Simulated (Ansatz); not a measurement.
```xyz
9

Ge    1.7558   -1.7627    0.0473
Ge    0.9521    0.9520   -0.3842
N     0.1605   -0.9230   -0.0047
Si   -1.5275   -1.4005    0.1095
H    -2.2261   -0.5783    1.1538
H    -1.6255   -2.8534    0.4798
H    -2.2243   -1.1826   -1.2032
H     2.4366   -0.0274   -0.1251
H     1.0516    0.7120   -1.9940
```

Geometry: BLYP-D3(BJ)/def2-SVP.

Theory: Ansatz, isolated molecule in a Gaussian basis; Kohn-Sham density functional theory, functional PBE0.

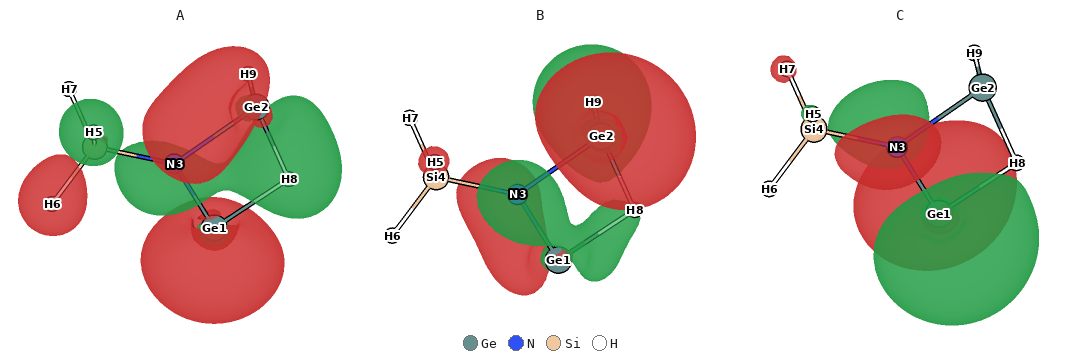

Ge2H5NSi. Three frontier orbitals at ±0.08 Å⁻³ᐟ² (green and red are the two phases), in no order.

Question: Order the three orbitals by energy and name them.

Answer: A is the HOMO−1 (−7.92 eV). Its weight (Hirshfeld) is mainly on Ge1 (about 40 %), N3 (about 20 %), Ge2 (about 15 %) and H8 (about 10 %). B is the HOMO (−6.32 eV). By Hirshfeld shares it lies mainly on Ge2 (about 55 %), H9 (about 20 %), N3 (about 10 %) and Ge1 (about 10 %). C is the LUMO (−2.47 eV). It lies mainly on Ge1 (about 75 %) and N3 (about 15 %).

Question: What is the HOMO–LUMO gap?

Answer: 3.85 eV between the orbital energies.
